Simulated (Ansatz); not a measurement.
**AlCl3H2O: two geometries relaxed, part 1 of 2**

Aim: relax the geometries before and after the reaction (ligand exchange), and see whether they are two minima and how far apart in energy. Meant to form: Al1–O5, H7–Cl2; to break: Al1–Cl2, H7–O5. The start is a guess near the saddle point, from which both ends are pulled out.

All numbers below are computed with Ansatz 0.2.0 (RKS r2SCAN-D4/def2-SVP).

## 1. The system as given

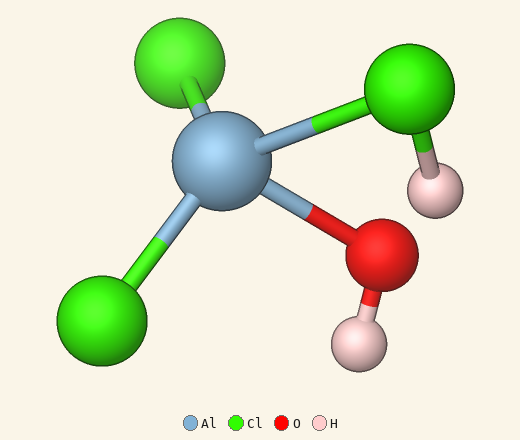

Start, viewed from a chosen angle; aluminium light blue, chlorine green, oxygen red, hydrogen pink.

As a file:

```xyz
7

Al    0.0000    0.0000    0.0000
Cl    0.0000    0.0000    2.5800
Cl    1.9312    0.0000   -1.1150
Cl   -1.9312    0.0000   -1.1150
O     0.0869   -1.9720    0.6559
H    -0.4595   -2.5566    0.0397
H     0.0622   -1.4098    1.8287
```

## 2. A restrained relaxation towards end A

Springs on the bonds that form and break draw the guess towards this end; the thresholds are loose.

input.yaml

```yaml
crystal:
  periodic: [false, false, false]
  atoms:
    - { symbol: Al, position_ang: [0.0, 0.0, 0.0] }
    - { symbol: Cl, position_ang: [0.0, 0.0, 2.58] }
    - { symbol: Cl, position_ang: [1.9312, 0.0, -1.115] }
    - { symbol: Cl, position_ang: [-1.9312, 0.0, -1.115] }
    - { symbol: O, position_ang: [0.0869, -1.972, 0.6559] }
    - { symbol: H, position_ang: [-0.4595, -2.5566, 0.0397] }
    - { symbol: H, position_ang: [0.0622, -1.4098, 1.8287] }
basis:
  gaussian: { orbitals: def2-SVP }
hamiltonian:
  xc: r2scan
  dispersion: d4
relax:
  f_tol: 0.15
  max_steps: 25
  restrain:
    - { distance: [0, 4], at: 2.98, k: 30.0 }
    - { distance: [6, 1], at: 2.57, k: 30.0 }
    - { distance: [0, 1], at: 2.23, k: 30.0 }
    - { distance: [6, 4], at: 1.01, k: 30.0 }
```

The run is started by

```bash
$ ansatz run input.yaml --threads 2 --pin off --max-ram 3072MiB --backend cpu --events-out ev --progress --plain --runs-dir out
```

Output, cut to the lines that bear on the results:

```text
Warning: RAYON_NUM_THREADS=2 ignored (pool sized by the plan → 2); use --threads N
[...]
Functional definition: r2SCAN
[...]
1037 factors; their error is unknown
[...]
mean field -46229.82800601 eV, -1698.9148435180 hartree, gradient 2.8e-5 eV, S^2 0.000000; 0 other end points of the search recorded, 0 dependent functions left out
[...]
reference -46229.82801542 eV, -1698.9148438638 hartree; 37, 37 occupied and 59, 59 virtual orbitals, 1037 factors
relax step   1: F+E_penalty+E_count = -46229.87812165 eV  Δ(F+E_penalty+E_count) = +0.000e0 eV  max|allowed force component| = 3.280e0 eV/Å  E_restraint = 29.40647292 eV  max|allowed force component, restraints' pulls added| = 3.042e1 eV/Å  Δτ_max = 0.0000 Å  (29 SCF iters, accepted)
[...]
relax step   3: F+E_penalty+E_count = -46229.93802791 eV  Δ(F+E_penalty+E_count) = -2.158e-1 eV  max|allowed force component| = 2.486e0 eV/Å  E_restraint = 4.72841095 eV  max|allowed force component, restraints' pulls added| = 1.054e1 eV/Å  Δτ_max = 0.1948 Å  (34 SCF iters, accepted)
[...]
relax step   5: F+E_penalty+E_count = -46231.02514306 eV  Δ(F+E_penalty+E_count) = -6.305e-1 eV  max|allowed force component| = 1.285e0 eV/Å  E_restraint = 0.07654777 eV  max|allowed force component, restraints' pulls added| = 1.058e0 eV/Å  Δτ_max = 0.1901 Å  (34 SCF iters, accepted)
[...]
relax step  11: F+E_penalty+E_count = -46231.25362840 eV  Δ(F+E_penalty+E_count) = -3.904e-3 eV  max|allowed force component| = 1.364e0 eV/Å  E_restraint = 0.03986458 eV  max|allowed force component, restraints' pulls added| = 2.031e-2 eV/Å  Δτ_max = 0.0358 Å  (28 SCF iters, accepted)
  distance Al 0 - O 4 = 2.9550 Å
  distance H 6 - Cl 1 = 2.5734 Å
  distance Al 0 - Cl 1 = 2.1916 Å
  distance H 6 - O 4 = 0.9868 Å
1037 factors; their error is unknown
[...]
mean field -46231.20329954 eV, -1698.9653846229 hartree, gradient 1.1e-5 eV, S^2 0.000000; 1 other end points of the search recorded, 0 dependent functions left out
[...]
reference -46231.20330963 eV, -1698.9653849938 hartree; 37, 37 occupied and 59, 59 virtual orbitals, 1037 factors
Total energy: -46231.25363849 eV, -1698.9672345454 hartree
Atom 0 at     0.096460     0.306258    -0.066929 Å, force    -0.046139    -0.677910     1.364018 eV/Å
Atom 1 at     0.022431     0.394841     2.121579 Å, force     0.033687     0.056902    -1.132590 eV/Å
Atom 2 at     1.894042     0.677037    -1.041679 Å, force     0.010764     0.001812    -0.006473 eV/Å
Atom 3 at    -1.714598     0.185616    -1.095352 Å, force     0.004264     0.002861     0.003656 eV/Å
Atom 4 at     0.115508    -2.536515     0.739323 Å, force    -0.027592     0.993018     0.409962 eV/Å
Atom 5 at    -0.792037    -2.833244     0.579093 Å, force    -0.009125    -0.007808     0.003231 eV/Å
Atom 6 at     0.067795    -2.132393     1.638265 Å, force     0.034141    -0.368875    -0.641806 eV/Å
Dipole moment:    -0.275758    -0.228614     0.138878 e Å
```

Wall time 55 s (2 threads of Arm Neoverse V1, shared host); peak memory 0.16 GiB.

The steps of the relaxation:

```tsv
step	energy from step 1 (eV)	largest force component (eV/Å)
1	0.0000	3.2797
2	0.1559	3.0842
3	-0.0599	2.4862
4	-0.5165	1.9960
5	-1.1470	1.2854
6	-1.2724	1.2377
7	-1.3563	1.2992
8	-1.3733	1.3385
9x	-1.3453	1.3299
10	-1.3716	1.3360
11	-1.3755	1.3640
```

Step 1 is the start. 1 step was tried and not accepted (9; marked x where the table lists them). Energies and forces in the table leave out the springs, which the log lists apart; the run stops on the force with the springs' pull added.

After: Bond lengths: Al1–Cl2 2.192 Å, Al1–Cl3 2.078 Å, Al1–Cl4 2.086 Å, O5–H6 0.968 Å, O5–H7 0.987 Å. Angles: Cl2–Al1–Cl3 119.4°, Cl2–Al1–Cl4 117.7°, Cl3–Al1–Cl4 122.0°, H6–O5–H7 103.4°.

Pairs that crossed the distance rule for bonds on the way: came closer O5–H7; moved apart Al1–O5.

## 3. End point A

It starts where the restrained run ended.

input.yaml

```yaml
crystal:
  periodic: [false, false, false]
  atoms:
    - { symbol: Al, position_ang: [0.09646, 0.306258, -0.066929] }
    - { symbol: Cl, position_ang: [0.022431, 0.394841, 2.121579] }
    - { symbol: Cl, position_ang: [1.894042, 0.677037, -1.041679] }
    - { symbol: Cl, position_ang: [-1.714598, 0.185616, -1.095352] }
    - { symbol: O, position_ang: [0.115508, -2.536515, 0.739323] }
    - { symbol: H, position_ang: [-0.792037, -2.833244, 0.579093] }
    - { symbol: H, position_ang: [0.067795, -2.132393, 1.638265] }
basis:
  gaussian: { orbitals: def2-SVP }
hamiltonian:
  xc: r2scan
  dispersion: d4
relax:
  f_tol: 0.03
  max_steps: 50
```

The run is started by

```bash
$ ansatz run input.yaml --threads 2 --pin off --max-ram 3072MiB --backend cpu --events-out ev --progress --plain --runs-dir out
```

Output, cut to the lines that bear on the results:

```text
Warning: RAYON_NUM_THREADS=2 ignored (pool sized by the plan → 2); use --threads N
[...]
[... 1 set-up line as earlier in the session ...]
[...]
1037 factors; their error is unknown
[...]
mean field -46231.20327352 eV, -1698.9653836669 hartree, gradient 5.0e-5 eV, S^2 0.000000; 0 other end points of the search recorded, 0 dependent functions left out
[...]
reference -46231.20328364 eV, -1698.9653840385 hartree; 37, 37 occupied and 59, 59 virtual orbitals, 1037 factors
relax step   1: F+E_penalty+E_count = -46231.25360238 eV  Δ(F+E_penalty+E_count) = +0.000e0 eV  max|allowed force component| = 1.364e0 eV/Å  Δτ_max = 0.0000 Å  (26 SCF iters, accepted)
[...]
relax step   3: F+E_penalty+E_count = -46231.80424108 eV  Δ(F+E_penalty+E_count) = -2.990e-1 eV  max|allowed force component| = 1.193e0 eV/Å  Δτ_max = 0.1951 Å  (34 SCF iters, accepted)
[...]
mean field -46232.19653227 eV, -1699.0018852525 hartree, gradient 1.2e-5 eV, S^2 0.000000; 1 other end points of the search recorded, 0 dependent functions left out
[...]
reference -46232.19654205 eV, -1699.0018856121 hartree; 37, 37 occupied and 59, 59 virtual orbitals, 1037 factors
Total energy: -46232.24891677 eV, -1699.0038103474 hartree
Atom 0 at     0.074852    -0.088953     0.167827 Å, force    -0.002958    -0.003032     0.002079 eV/Å
Atom 1 at     0.002560     0.586960     2.179605 Å, force     0.000527     0.001106    -0.001491 eV/Å
Atom 2 at     1.831812     0.297804    -0.919968 Å, force     0.000091    -0.000100     0.000066 eV/Å
Atom 3 at    -1.753992    -0.125074    -0.910725 Å, force     0.001476     0.001298    -0.000021 eV/Å
Atom 4 at     0.107642    -2.003732     0.590716 Å, force    -0.004531     0.000469     0.001253 eV/Å
Atom 5 at    -0.666627    -2.457364     0.213627 Å, force    -0.000505    -0.000884    -0.007019 eV/Å
Atom 6 at     0.093354    -2.148041     1.553216 Å, force     0.005900     0.001143     0.005132 eV/Å
Dipole moment:    -0.197333    -1.029049     0.349090 e Å
```

Run time: 47 s. Hardware: 2 threads of Arm Neoverse V1, shared host; peak memory 0.16 GiB.

The steps of the relaxation:

```tsv
step	energy from step 1 (eV)	largest force component (eV/Å)
1	0.0000	1.3642
2	-0.2517	1.1541
3	-0.5506	1.1933
4	-0.8371	0.8552
5	-0.9543	0.7535
6	-0.9883	0.2501
7	-0.9945	0.1069
8	-0.9950	0.0449
9	-0.9953	0.0070
```

Step 1 is the start.

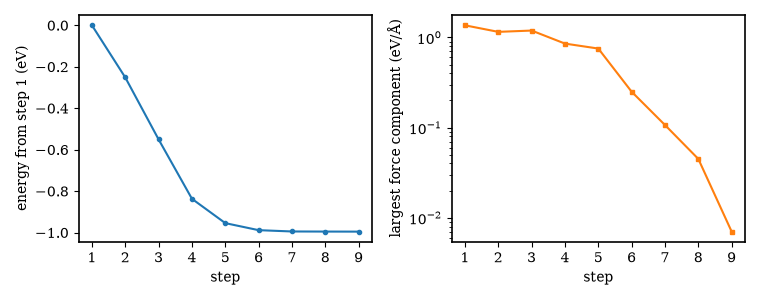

Energy and largest force along the relaxation.

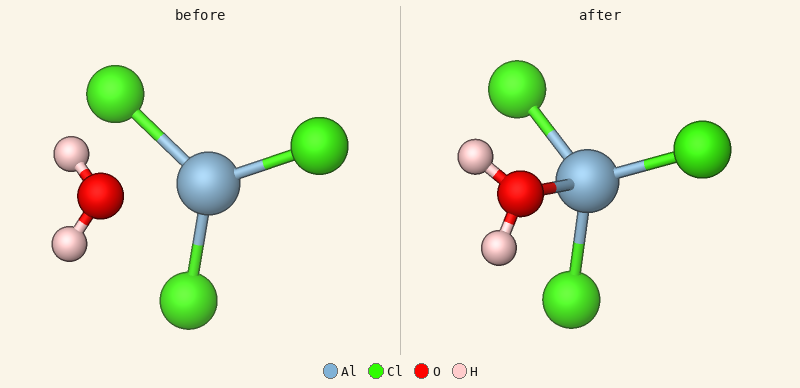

The structure before (left) and after (right), drawn at the same scale.

After: Bond lengths: Al1–Cl2 2.124 Å, Al1–Cl3 2.102 Å, Al1–Cl4 2.123 Å, Al1–O5 1.961 Å, O5–H6 0.973 Å, O5–H7 0.973 Å. Angles: Cl2–Al1–Cl3 117.4°, Cl2–Al1–Cl4 117.2°, Cl2–Al1–O5 96.1°, Cl3–Al1–Cl4 117.4°, Cl3–Al1–O5 106.1°, Cl4–Al1–O5 96.2°, Al1–O5–H6 111.0°, Al1–O5–H7 111.0°, H6–O5–H7 107.6°.

Pairs that crossed the distance rule for bonds on the way: came closer Al1–O5.

(Continued in part 2 of 2.)
